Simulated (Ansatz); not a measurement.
## Electronic structure of ClH4NO2Ti···HF in real space

```tsv
atom	x (Å)	y (Å)	z (Å)
Ti	-0.1072	-0.1016	-0.0310
Cl	-0.2378	-0.2171	2.3123
N	1.6670	-0.0375	-0.5928
H	2.2669	-0.8184	-0.8747
H	2.1778	0.8533	-0.5438
O	-1.0419	1.3075	-0.6356
H	-1.9518	1.2874	-0.9845
O	-0.8030	-1.6615	-0.5542
H	-1.2606	-2.3142	0.0094
F	1.3514	2.3574	0.9715
H	1.1248	1.8761	1.7412
```

Not at a stationary point (largest force 0.7 eV/Å).

All numbers below come from RKS PBE/def2-SVP (Ansatz).

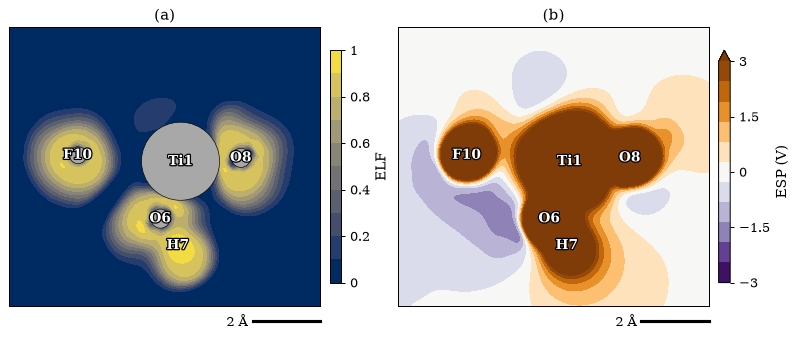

Figure 1. (a) electron localisation function; (b) molecular electrostatic potential on the plane of atoms O6, Ti1 and O8. Grey discs cover the atomic cores in the ELF map.

Question: What does the map show?

Answer:
- Atoms in the plane: Ti, O, H and F.
- Ti1···F10 (3.03 Å): the ELF dips to about 0 between them.
- Ti–O (1.79 Å): the ELF peaks at about 0.85 in the valence shell of O, 0.5 Å from its nucleus, and drops to about 0.25 between the two atoms.
- O–H (0.97 Å): the ELF climbs to about 1 towards the hydrogen, as it does in any bond to H; an ordinary covalent bond to hydrogen.
- The ELF also peaks beside F10, away from the bonds: lone-pair regions.
- Outside the dense part of the complex the potential is most negative (−1.9 V) near O6.

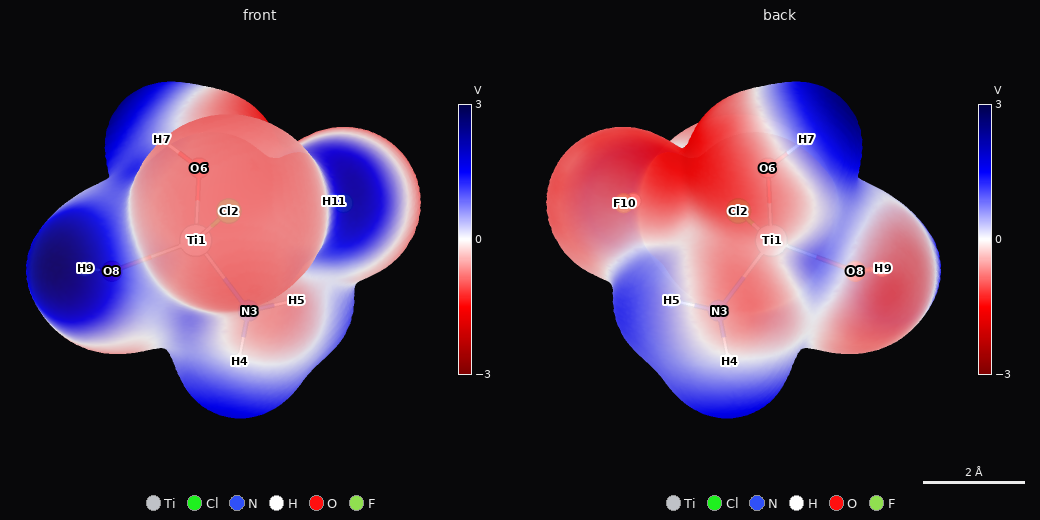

Figure 2. The molecular electrostatic potential painted on the density surface at 0.002 e/bohr³, seen from the front and from behind; red is negative and blue positive.

Question: Which sites attract a positive test charge, and which a negative one?

Answer: A positive charge is drawn to the negative regions and a negative charge to the positive ones. The most negative region (about −1.6 V, or −37 kcal/mol for a unit charge) lies over O6 and F10, the most positive (about +2.6 V, or +60 kcal/mol for a unit charge) over H9.

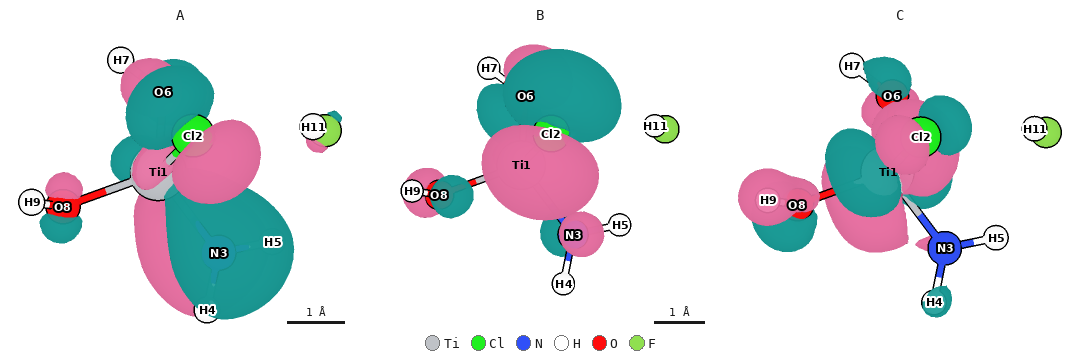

Figure 3. Three frontier orbitals at ±0.1 Å⁻³ᐟ² (teal and pink are the two phases), in no order.

Question: Which picture is the HOMO−1, the HOMO and the LUMO?

Answer: B is the HOMO−1 (−6.90 eV). It lies mainly on Cl2 (about 70 %), O6 (about 15 %) and Ti1 (about 5 %); largely a lone pair of Cl2. A is the HOMO (−6.05 eV). It lies mainly on N3 (about 60 %), Cl2 (about 15 %) and Ti1 (about 15 %). C is the LUMO (−2.83 eV). Its weight (Hirshfeld) is mainly on Ti1 (about 75 %) and O8 (about 10 %).

Question: What is the HOMO–LUMO gap?

Answer: 3.22 eV between the orbital energies.
